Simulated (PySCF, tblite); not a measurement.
**CH₇FN+, a complex of two parts: NMR shifts, interaction energy, spin-spin couplings and electronic excitations, part 1 of 3**

Aim: the NMR shifts, interaction energy, spin-spin couplings and electronic excitations of `C[NH3+]` with `F`.

Computed with tblite 0.8.0 and PySCF 2.14.0; each step states its level. No surroundings beyond the atoms listed, unless a continuum is named. Atoms count from 0, parts from 1.

## 1. Starting point

10 atoms, charge 1, multiplicity 1; geometry: rigid parts in contact. Parts: 1 = atoms 0–7, `C[NH3+]`, charge 1; 2 = atoms 8–9, `F`, charge 0.

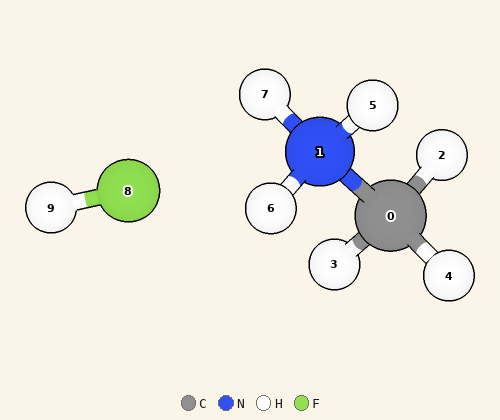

The starting geometry (carbon grey, nitrogen blue, hydrogen white, fluorine green), atoms numbered.

## 2. Docking the parts with GFN2-xTB

The job: settings as JSON, then the geometry in Å.

```
{"job": {"kind": "dock", "xc": "GFN2-xTB", "basis": "xTB"}, "charge": 1, "multiplicity": 1, "parts": [{"atoms": "0-7", "charge": 1, "multiplicity": 1}, {"atoms": "8-9", "charge": 0, "multiplicity": 1}]}
C      0.732039     0.053618     0.070001
N     -0.741819    -0.054052    -0.071031
H      1.209393    -0.851236    -0.299297
H      0.998094     0.190002     1.115754
H      1.101282     0.902886    -0.500350
H     -1.001330    -0.179531    -1.058751
H     -1.200454     0.796971     0.280948
H     -1.097205    -0.858660     0.462726
F     -1.327725    -0.143085     2.292992
H     -1.681516    -0.072077     3.152809
```

Method: GFN2-xTB search for minima from random contacts, gas phase.

Started as:

```bash
OMP_NUM_THREADS=1 python cluster_run.py task.json out
```

The driver reads the jobs from task.json and runs them one after another.

The log of the run:

```text
step      E/eV     max force
  0    -351.25030    0.688
  1    -351.25777    0.362
  2    -351.26880    0.421
  3    -351.28818    0.522
  4    -351.29709    0.348
  5    -351.30514    0.293
  6    -351.31280    0.335
  7    -351.31951    0.357
  8    -351.32376    0.211
  9    -351.32602    0.111
 10    -351.32714    0.106
 11    -351.32794    0.104
 12    -351.32862    0.080
 13    -351.32921    0.062
 14    -351.32961    0.057
 15    -351.32986    0.060
 16    -351.33007    0.047
 17    -351.33029    0.043
 18    -351.33044    0.038
 19    -351.33052    0.022
 20    -351.33057    0.021
 21    -351.33064    0.028
 22    -351.33074    0.037
 23    -351.33083    0.030
 24    -351.33089    0.024
 25    -351.33093    0.025
 26    -351.33101    0.033
 27    -351.33111    0.047
 28    -351.33122    0.041
 29    -351.33129    0.019
 30    -351.33132    0.018
 31    -351.33135    0.017
 32    -351.33141    0.029
 33    -351.33152    0.039
 34    -351.33169    0.042
 35    -351.33199    0.058
 36    -351.33253    0.084
 37    -351.33335    0.113
 38    -351.33445    0.161
 39    -351.33597    0.124
 40    -351.33666    0.106
 41    -351.33703    0.061
 42    -351.33732    0.122
 43    -351.33770    0.090
 44    -351.33823    0.045
 45    -351.33880    0.052
 46    -351.33925    0.080
 47    -351.33954    0.057
 48    -351.34001    0.058
 49    -351.34083    0.065
 50    -351.34198    0.084
 51    -351.34294    0.144
 52    -351.34134    0.218
 53    -351.34442    0.109
 54    -351.34526    0.103
 55    -351.34805    0.132
 56    -351.34884    0.123
 57    -351.35343    0.199
 58    -351.35494    0.095
 59    -351.35703    0.117
 60    -351.35931    0.106
 61    -351.36048    0.095
 62    -351.36136    0.102
 63    -351.36234    0.090
 64    -351.36337    0.076
 65    -351.36425    0.089
 66    -351.36484    0.076
 67    -351.36532    0.068
 68    -351.36576    0.060
 69    -351.36626    0.053
 70    -351.36666    0.054
 71    -351.36694    0.045
 72    -351.36716    0.052
 73    -351.36737    0.043
 74    -351.36759    0.027
 75    -351.36774    0.029
 76    -351.36781    0.032
 77    -351.36788    0.026
 78    -351.36799    0.031
 79    -351.36815    0.040
 80    -351.36839    0.047
 81    -351.36889    0.062
 82    -351.36987    0.081
 83    -351.37131    0.121
 84    -351.37296    0.265
 85    -351.37514    0.177
 86    -351.37721    0.180
 87    -351.37828    0.205
 88    -351.37981    0.094
 89    -351.38051    0.078
 90    -351.38105    0.085
 91    -351.38156    0.053
 92    -351.38191    0.059
 93    -351.38214    0.040
 94    -351.38230    0.049
 95    -351.38240    0.040
 96    -351.38257    0.027
 97    -351.38265    0.028
 98    -351.38275    0.021
 99    -351.38283    0.023
100    -351.38293    0.024
101    -351.38307    0.036
102    -351.38324    0.044
103    -351.38334    0.030
104    -351.38339    0.012

distinct minima (kcal/mol above the one taken): 0.00 0.79 1.10
by PBE0-D3(BJ)/def2-SVP single points: 0.00 1.05 1.11
binding energy -15.012 kcal/mol
```

Wall time 4.4 s (1 thread of Arm Neoverse V1, shared host).

Relaxation path:

```
step  energy from step 0 (eV)  largest force (eV/Å)
   0                   0.0000                0.6883
   4                  -0.0468                0.3486
   8                  -0.0735                0.2113
  12                  -0.0783                0.0795
  16                  -0.0798                0.0470
  20                  -0.0803                0.0210
  24                  -0.0806                0.0242
  28                  -0.0809                0.0409
  32                  -0.0811                0.0292
  36                  -0.0822                0.0834
  40                  -0.0864                0.1061
  44                  -0.0879                0.0453
  48                  -0.0897                0.0587
  52                  -0.0910                0.2183
  56                  -0.0985                0.1236
  60                  -0.1090                0.1062
  64                  -0.1131                0.0759
  68                  -0.1155                0.0598
  72                  -0.1169                0.0511
  76                  -0.1175                0.0323
  80                  -0.1181                0.0462
  84                  -0.1227                0.2648
  88                  -0.1295                0.0934
  92                  -0.1316                0.0591
  96                  -0.1323                0.0272
 100                  -0.1326                0.0243
 104                  -0.1331                0.0121
```

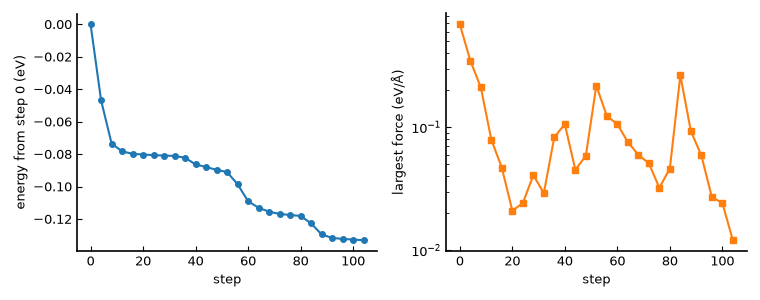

Energy and largest force along the relaxation.

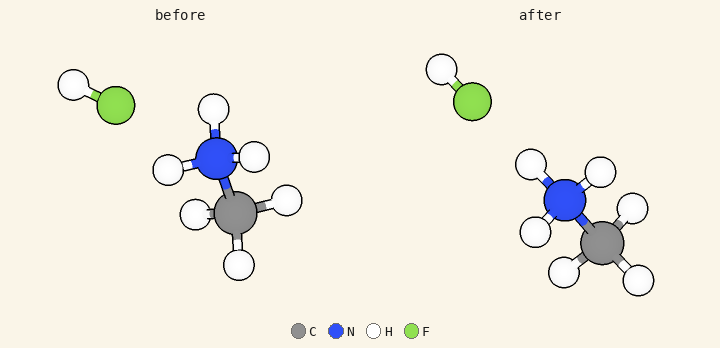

The geometry before (left) and after (right).

Close pairs (by a distance rule), those that changed most:

```
 bond  before (Å)  after (Å)  change (Å)
N1–H7       1.029      1.036      +0.007
F8–H9       0.932      0.937      +0.004
C0–N1       1.485      1.481      -0.003
N1–H6       1.029      1.026      -0.003
N1–H5       1.029      1.026      -0.003
C0–H2       1.088      1.087      -0.001
C0–H3       1.088      1.087      -0.000
C0–H4       1.088      1.087      -0.000
```

Contacts between the parts in the structure taken on (a selection, picked against the atoms' radii; other short pairs can be missing):

```
  atoms  distance (Å)  kind (by distance and angle)  angle (°)
H7···F8          1.80                 hydrogen bond        180
```

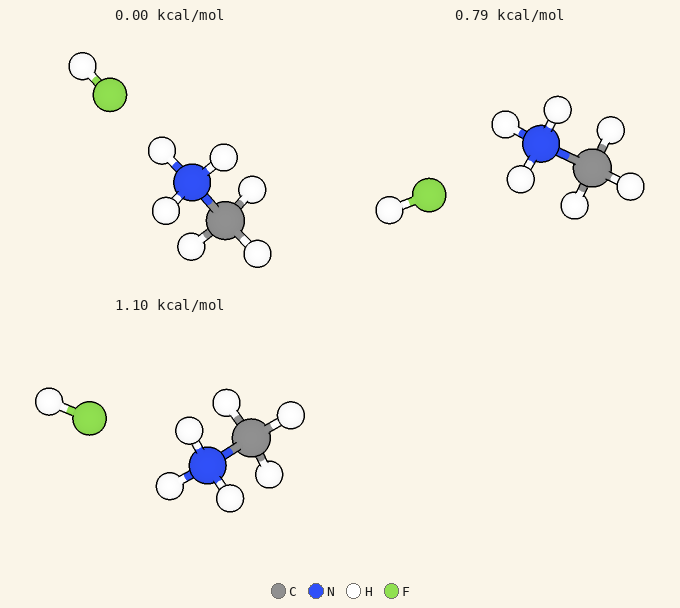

The minima found from 6 starts, with xTB energies counted from the lowest.

## 3. Optimising the geometry at PBE0-D3(BJ)/def2-SVPD

The job: settings as JSON, then the geometry in Å.

```
{"job": {"xc": "PBE0", "basis": "def2-SVPD", "d3": "d3bj", "grid": 2, "kind": "geom", "shake": 0.01}, "charge": 1, "multiplicity": 1, "parts": [{"atoms": "0-7", "charge": 1, "multiplicity": 1}, {"atoms": "8-9", "charge": 0, "multiplicity": 1}]}
C      0.832641    -0.004307    -0.073708
N     -0.652268     0.266470    -0.021596
H      0.990168    -1.039481     0.062909
H      1.348440     0.587799     0.700400
H      1.209113     0.315698    -1.053934
H     -1.139566    -0.250771    -0.754670
H     -0.838826     1.267501    -0.142716
H     -1.006225    -0.020347     0.894869
F     -1.685009    -0.545071     2.506777
H     -2.026156    -0.818236     3.328943
```

The log of the run:

```text
step   0  E = -196.33381126  max force = 0.034533
step   1  E = -196.33533193  max force = 0.004114
step   2  E = -196.33556770  max force = 0.001128
step   3  E = -196.33562836  max force = 0.000616
step   4  E = -196.33569274  max force = 0.001310
step   5  E = -196.33580492  max force = 0.001936
step   6  E = -196.33582554  max force = 0.000713
step   7  E = -196.33583176  max force = 0.000220
optimisation converged
```

Wall time 36 s (1 thread of Arm Neoverse V1, shared host); peak memory 0.54 GiB.

Relaxation path:

```
step  energy from step 0 (eV)  largest force component (eV/Å)
   0                   0.0000                          1.7758
   1                  -0.0414                          0.2116
   2                  -0.0478                          0.0580
   3                  -0.0494                          0.0317
   4                  -0.0512                          0.0674
   5                  -0.0543                          0.0996
   6                  -0.0548                          0.0367
   7                  -0.0550                          0.0113
```

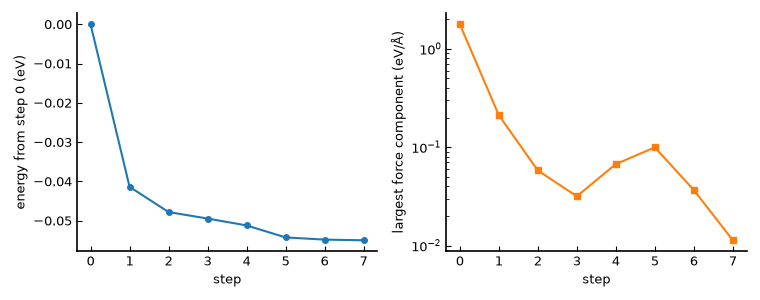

Energy and largest force along the relaxation.

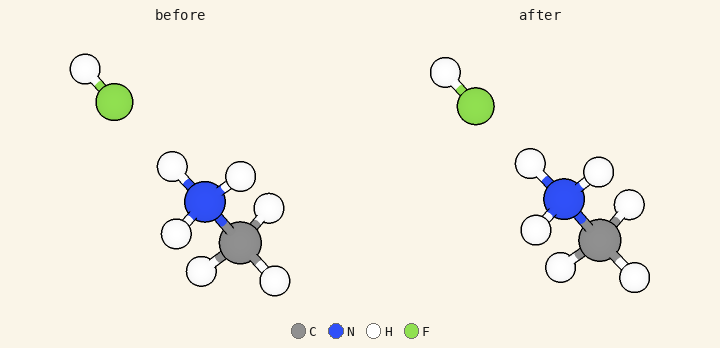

Before and after, at one scale.

Distances of close pairs at the start and the end, largest changes first:

```
 bond  before (Å)  after (Å)  change (Å)
C0–H2       1.056      1.094      +0.038
C0–N1       1.510      1.489      -0.021
N1–H7       1.023      1.032      +0.009
C0–H3       1.103      1.094      -0.008
F8–H9       0.931      0.926      -0.005
N1–H5       1.021      1.025      +0.004
C0–H4       1.098      1.094      -0.003
N1–H6       1.025      1.025      -0.001
```

The final coordinates are the input of the step that follows.

```
                         at the end point                 value
  point group (found at 0.08 Å tolerance)                    Cs
rotational constants (GHz, main isotopes)  25.695, 3.829, 3.470
```

Contacts at the end point (a selection, picked against the atoms' radii; other short pairs can be missing):

```
  atoms  distance (Å)  kind (by distance and angle)  angle (°)
H7···F8          1.77                 hydrogen bond        173
```

Against the parts relaxed at this level the binding energy is -12.45 kcal/mol, without counterpoise.

## 4. Shielding tensors: PBE0/pcSseg-2

The job: settings as JSON, then the geometry in Å.

```
{"job": {"kind": "nmr", "xc": "PBE0", "basis": "pcSseg-2"}, "charge": 1, "multiplicity": 1, "parts": [{"atoms": "0-7", "charge": 1, "multiplicity": 1}, {"atoms": "8-9", "charge": 0, "multiplicity": 1}]}
C      0.742309    -0.005743    -0.100422
N     -0.722086     0.253448    -0.019658
H      0.915218    -1.075953     0.049444
H      1.241402     0.568828     0.686007
H      1.104509     0.303666    -1.085741
H     -1.239831    -0.273537    -0.729855
H     -0.939733     1.244790    -0.161024
H     -1.103403    -0.016861     0.900640
F     -1.555003    -0.546163     2.530854
H     -1.969959    -0.786201     3.322931
```

Method: GIAO PBE0/pcSseg-2 NMR shielding, non-relativistic, gas phase.

The log of the run:

```text
coarse grid: 7576 points
cycle   1  E = -196.5115745760  dE =  2.365e-01  |g| = 4.909e-01  |ddm| = 1.711e+00
cycle   2  E = -196.4923048597  dE =  1.927e-02  |g| = 6.469e-01  |ddm| = 4.334e-01
cycle   3  E = -196.5525724154  dE = -6.027e-02  |g| = 3.617e-02  |ddm| = 2.405e-01
cycle   4  E = -196.5527695072  dE = -1.971e-04  |g| = 1.149e-02  |ddm| = 2.187e-02
cycle   5  E = -196.5527948713  dE = -2.536e-05  |g| = 4.484e-03  |ddm| = 7.893e-03
cycle   6  E = -196.5527988472  dE = -3.976e-06  |g| = 5.976e-04  |ddm| = 2.037e-03
final grid: 71408 points
cycle   7  E = -196.5497526022  dE = -8.760e-05  |g| = 6.946e-03  |ddm| = 2.582e-02
cycle   8  E = -196.5497505978  dE =  2.004e-06  |g| = 7.646e-03  |ddm| = 6.320e-03
cycle   9  E = -196.5497620036  dE = -1.141e-05  |g| = 5.708e-04  |ddm| = 3.427e-03
cycle  10  E = -196.5497620426  dE = -3.900e-08  |g| = 2.664e-04  |ddm| = 3.180e-04
cycle  11  E = -196.5497620557  dE = -1.305e-08  |g| = 4.020e-05  |ddm| = 1.270e-04
cycle  12  E = -196.5497620559  dE = -2.523e-10  |g| = 1.065e-05  |ddm| = 1.765e-05
converged SCF energy = -196.5497620559

GIAO shielding tensors (ppm)
atom      isotropic    diamagn.    paramagn.     s11        s22        s33       span
  0 C      153.402     242.641     -89.239    136.905    137.515    185.785     48.880
  1 N      223.926     308.392     -84.466    221.760    224.444    225.574      3.814
  2 H       28.125      28.257      -0.132     24.164     26.140     34.069      9.905
  3 H       28.122      28.028       0.093     24.149     26.155     34.060      9.910
  4 H       28.142      27.954       0.188     23.978     25.930     34.518     10.540
  5 H       27.087      27.567      -0.480     20.665     23.039     37.558     16.893
  6 H       27.083      27.219      -0.135     20.647     23.041     37.562     16.914
  7 H       24.384      26.060      -1.676     14.296     17.156     41.701     27.405
  8 F      409.202     467.135     -57.933    371.541    374.157    481.908    110.366
  9 H       26.578      28.101      -1.524     18.076     18.095     43.562     25.487

== part 1 alone, relaxed ==
coarse grid: 5872 points
cycle   1  E = -96.1239600561  dE =  2.691e-01  |g| = 2.098e-01  |ddm| = 1.569e+00
cycle   2  E = -96.1302884174  dE = -6.328e-03  |g| = 1.853e-01  |ddm| = 2.575e-01
cycle   3  E = -96.1374236228  dE = -7.135e-03  |g| = 4.430e-02  |ddm| = 9.487e-02
cycle   4  E = -96.1377637750  dE = -3.402e-04  |g| = 6.215e-03  |ddm| = 1.888e-02
cycle   5  E = -96.1377705306  dE = -6.756e-06  |g| = 2.802e-03  |ddm| = 5.099e-03
final grid: 54432 points
cycle   6  E = -96.1374113132  dE = -5.500e-05  |g| = 3.621e-03  |ddm| = 1.735e-02
cycle   7  E = -96.1374109184  dE =  3.948e-07  |g| = 3.890e-03  |ddm| = 3.300e-03
cycle   8  E = -96.1374140098  dE = -3.091e-06  |g| = 3.439e-04  |ddm| = 1.770e-03
cycle   9  E = -96.1374140281  dE = -1.835e-08  |g| = 1.433e-04  |ddm| = 1.893e-04
cycle  10  E = -96.1374140323  dE = -4.161e-09  |g| = 3.644e-05  |ddm| = 8.109e-05
cycle  11  E = -96.1374140325  dE = -2.792e-10  |g| = 1.230e-06  |ddm| = 1.671e-05
converged SCF energy = -96.1374140325

GIAO shielding tensors (ppm)
atom      isotropic    diamagn.    paramagn.     s11        s22        s33       span
  0 C      152.003     242.829     -90.825    135.154    135.158    185.699     50.545
  1 N      222.873     308.364     -85.491    221.155    221.158    226.307      5.151
  2 H       27.961      27.973      -0.012     23.999     25.855     34.028     10.029
  3 H       27.961      27.973      -0.013     23.999     25.855     34.028     10.029
  4 H       27.961      27.973      -0.012     23.999     25.855     34.028     10.029
  5 H       26.671      27.271      -0.600     20.090     22.654     37.269     17.178
  6 H       26.671      27.272      -0.601     20.090     22.654     37.269     17.179
  7 H       26.671      27.271      -0.600     20.090     22.654     37.269     17.178

== part 2 alone, relaxed ==
coarse grid: 1712 points
cycle   1  E = -100.3581359171  dE = -3.814e-02  |g| = 4.992e-01  |ddm| = 6.681e-01
cycle   2  E = -100.3253635562  dE =  3.277e-02  |g| = 7.165e-01  |ddm| = 4.654e-01
cycle   3  E = -100.3977082336  dE = -7.234e-02  |g| = 2.269e-02  |ddm| = 2.548e-01
cycle   4  E = -100.3977776039  dE = -6.937e-05  |g| = 4.241e-03  |ddm| = 9.336e-03
cycle   5  E = -100.3977794184  dE = -1.814e-06  |g| = 2.701e-04  |ddm| = 1.312e-03
final grid: 16976 points
cycle   6  E = -100.3941209416  dE = -2.791e-05  |g| = 3.747e-03  |ddm| = 7.972e-03
cycle   7  E = -100.3941196093  dE =  1.332e-06  |g| = 4.815e-03  |ddm| = 2.655e-03
cycle   8  E = -100.3941227084  dE = -3.099e-06  |g| = 1.826e-04  |ddm| = 1.593e-03
cycle   9  E = -100.3941227124  dE = -3.938e-09  |g| = 1.528e-05  |ddm| = 6.187e-05
cycle  10  E = -100.3941227124  dE = -2.881e-11  |g| = 2.946e-06  |ddm| = 6.414e-06
converged SCF energy = -100.3941227124

GIAO shielding tensors (ppm)
atom      isotropic    diamagn.    paramagn.     s11        s22        s33       span
  0 F      410.885     463.822     -52.937    375.521    375.521    481.614    106.093
  1 H       29.189      29.665      -0.476     21.753     21.753     44.061     22.309
```

Wall time 23 s (1 thread of Arm Neoverse V1, shared host); peak memory 0.73 GiB.

No reference compound was run at this level, so shieldings alone are listed. Atoms listed in one row are averaged.

```
 atoms                         environment  σ (ppm)
    C0             carbon bonded to N, 3 H    153.4
    H7  hydrogen on a nitrogen bonded to C    24.38
    H9              hydrogen on a fluorine    26.58
H5, H6  hydrogen on a nitrogen bonded to C    27.09
H2, H3    hydrogen on a carbon bonded to N    28.12
    H4    hydrogen on a carbon bonded to N    28.14
    N1           nitrogen bonded to C, 3 H    223.9
    F8                fluorine bonded to H    409.2
```

Charges from the same density, by scheme (e):

```
atoms  Mulliken    IAO  Hirshfeld  ESP fit
   C0      0.03  -0.33      -0.01    -0.17
   N1     -0.06  -0.34       0.00    -0.15
   F8     -0.32  -0.47      -0.15    -0.52
```

Hirshfeld charges:

```
atom  value (e)
  C0      -0.01
  N1       0.00
  H2       0.10
  H3       0.10
  H4       0.10
  H5       0.22
  H6       0.22
  H7       0.16
  F8      -0.15
  H9       0.27
```

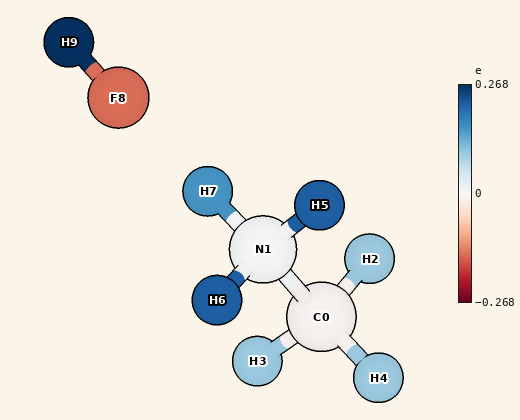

Hirshfeld charges, as colours on the atoms.

Mayer bond orders: C0–N1 0.89.

What binding changes (parts relaxed alone, same level, their own basis):

```
atom  σ alone (ppm)  σ in the cluster  shift on binding (ppm)
  F8         410.89            409.20                   +1.68
  C0         152.00            153.40                   -1.40
  N1         222.87            223.93                   -1.05
  H4          27.96             28.14                   -0.18
  H2          27.96             28.12                   -0.16
  H9          29.19             26.58                   +2.61
  H7          26.67             24.38                   +2.29
  H5          26.67             27.09                   -0.42
  H6          26.67             27.08                   -0.41
```

(Continued in part 2 of 3.)
